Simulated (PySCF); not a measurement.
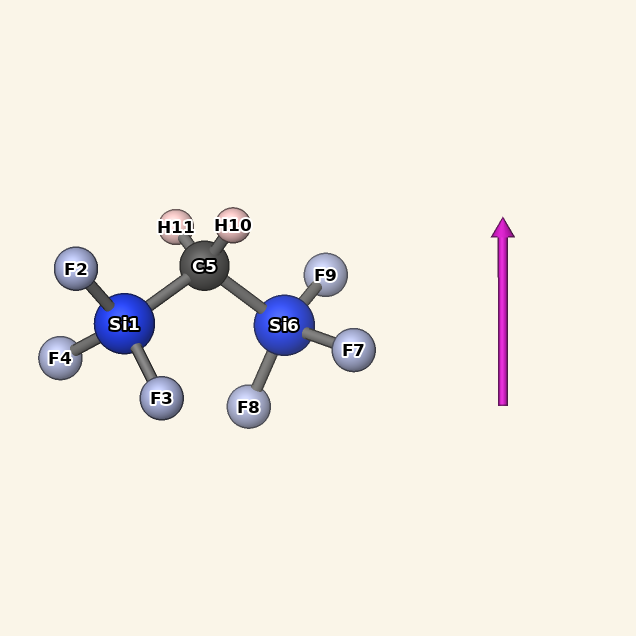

The arrow beside the molecule shows the direction of the dipole moment, from the negative to the positive end (its length means nothing). The geometry was computed by an optimisation with PBE0-D3(BJ)/def2-SVP. No frequency run is at hand to confirm it as a minimum. Level of theory: ωB97X-D/pcSseg-1, gas phase (PySCF 2.14.0).

### Estimate the dipole moment.

2.47 D; it points from the side of F3, F8 to the side of H10, H11 (the outermost atoms at the two ends).
